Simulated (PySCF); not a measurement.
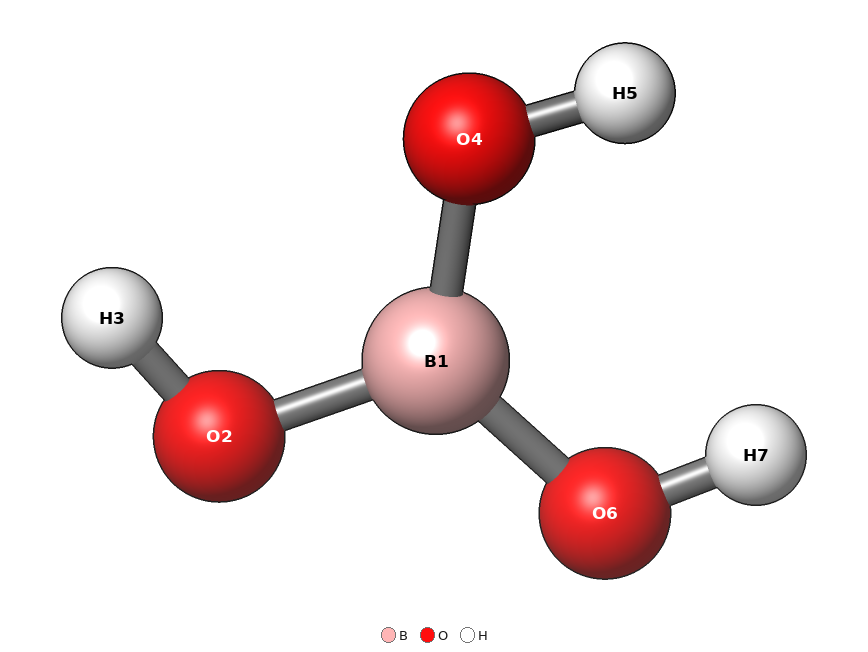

Computed geometry: PBE0-D3(BJ)/def2-SVP optimisation. No frequency run is at hand to confirm it as a minimum. Method: B3LYP/pcJ-1 indirect spin-spin coupling, non-relativistic, gas phase (PySCF 2.14.0). Isotopes: 11B, 1H, 17O.

Give the spin–spin coupling constants of these pairs, with the number of bonds between them: B1/O2, O4/H5, B1/H5, B1/H7, B1/H3, O4/O6, H3/O4.

```json
{"pair": "B1, O2", "bonds apart": "1", "J (Hz)": "−21.7"}
{"pair": "O4, H5", "bonds apart": "1", "J (Hz)": "−86.5"}
{"pair": "B1, H5", "bonds apart": "2", "J (Hz)": "−1.8"}
{"pair": "B1, H7", "bonds apart": "2", "J (Hz)": "−0.8"}
{"pair": "B1, H3", "bonds apart": "2", "J (Hz)": "−3.1"}
{"pair": "O4, O6", "bonds apart": "2", "J (Hz)": "−4.3"}
{"pair": "H3, O4", "bonds apart": "3", "J (Hz)": "−0.6"}
```
